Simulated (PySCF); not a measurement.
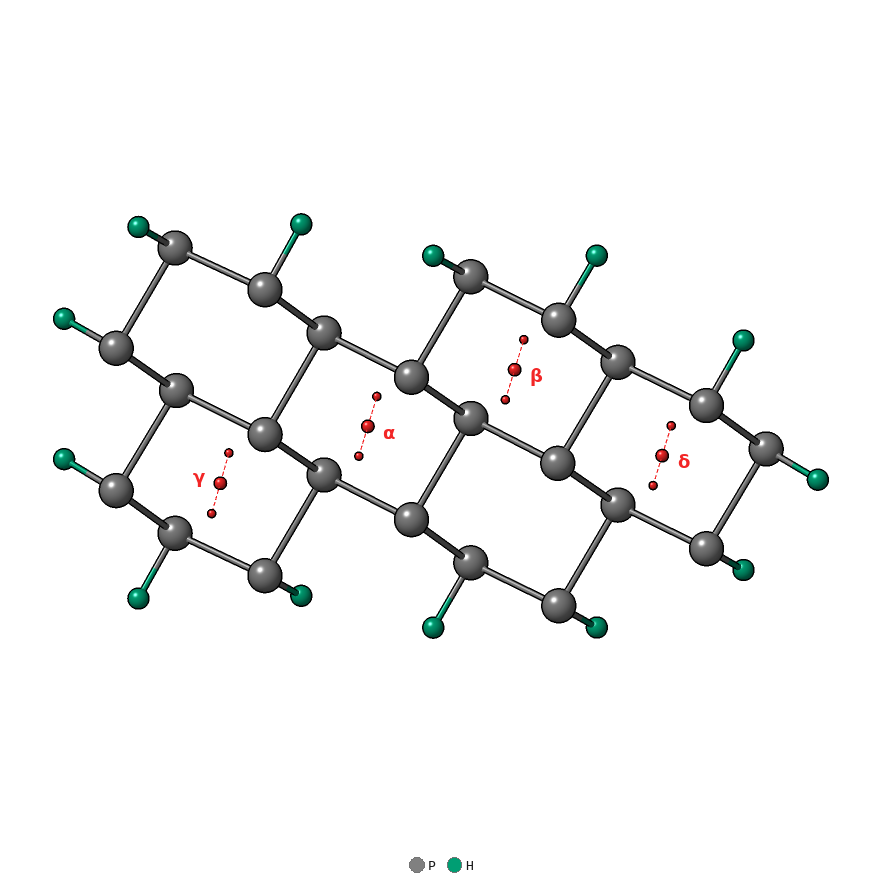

The small points mark where nucleus-independent chemical shifts (NICS) were computed: at the centre of each lettered ring and 1 Å above and below it. Geometry: a distorted geometry made from a computed GFN2-xTB structure, not a minimum. Level of theory: GIAO KT3/pcSseg-1 NMR shielding, non-relativistic, gas phase (PySCF 2.14.0).

Give NICS(0), NICS(1) and the out-of-plane component NICS(1)zz for each ring (means of the two sides).

```tsv
ring	members	NICS(0)	NICS(1)	NICS(1)zz
α	P6	−5.4	−4.3	7.7
β	P6	−5.8	−4.5	6.2
γ	P6	−5.7	−4.5	5.5
δ	P6	−5.7	−4.5	5.2
```

Values in ppm.

Question: What do the values say about the ring currents?

Answer: Ring β: weak, as in a non-aromatic ring. Ring γ: weak, as in a non-aromatic ring. Ring δ: weak, as in a non-aromatic ring. NICS is one index among several.
